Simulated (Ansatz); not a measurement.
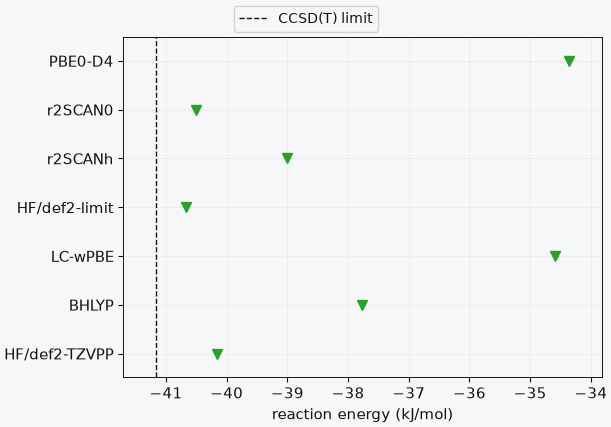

Electronic reaction energy of Si₂H₂ClF₃ (F[Si](F)(F)[SiH2]Cl) + PH₃ (P) → SiPH₄Cl (P[SiH2]Cl) + SiHF₃ (F[SiH](F)F) (SMILES in brackets) at several levels (functionals in def2-TZVPP unless a basis is named), isolated molecules at PBE0-D4 triple-zeta geometries, minima by their frequencies, no zero-point or thermal terms, the Ansatz code. The line is frozen-core CCSD(T) at the basis limit (MP2 extrapolated from triple and quadruple zeta, plus CCSD(T) less MP2 in a smaller set). No dispersion term is added to r2SCAN0, r2SCANh, LC-wPBE and BHLYP.

Which level comes closest to the line (CCSD(T) limit), and which misses most?

Closest HF/def2-limit (−40.7 kJ/mol), against −41.2 kJ/mol; farthest PBE0-D4 (−34.4 kJ/mol).

What range do the values span, the line included?

From −41.2 kJ/mol (CCSD(T) limit) to −34.4 kJ/mol (PBE0-D4).
